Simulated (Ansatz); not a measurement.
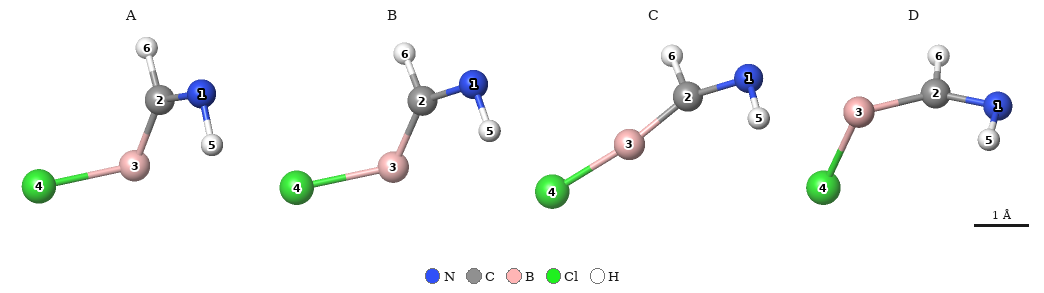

4 geometries from a converged minimum-energy path of CH2BClN (charge −1), shuffled. A ball-and-stick model, seen from a free direction.

Method: RKS PBE-D4/def2-mTZVP (Ansatz 0.2.0). Settings: 5 movable images; climbing image; force threshold 0.05 eV/Å; iteration limit 60; starting path by image-dependent pair potential.

Which of them lies highest in energy?

C. In order along the path, whose images run from 0 to 6: D (image 0, 0.0 kJ/mol), C (image 3, +83.3 kJ/mol), B (image 5, +6.2 kJ/mol), A (image 6, 0.0 kJ/mol). The motion is an in-plane inversion: the angle C2–B3–Cl4 opens from 110° to 169° on the way and closes on the other side (110° at the end). No bond forms or breaks between the ends. Among the angles between lasting bonds that change up to the highest image: C2–B3–Cl4 110.3° → 169.1°, N1–C2–B3 131.7° → 150.9°.

Limits of the set-up: the basis has no diffuse functions, which an anion needs.
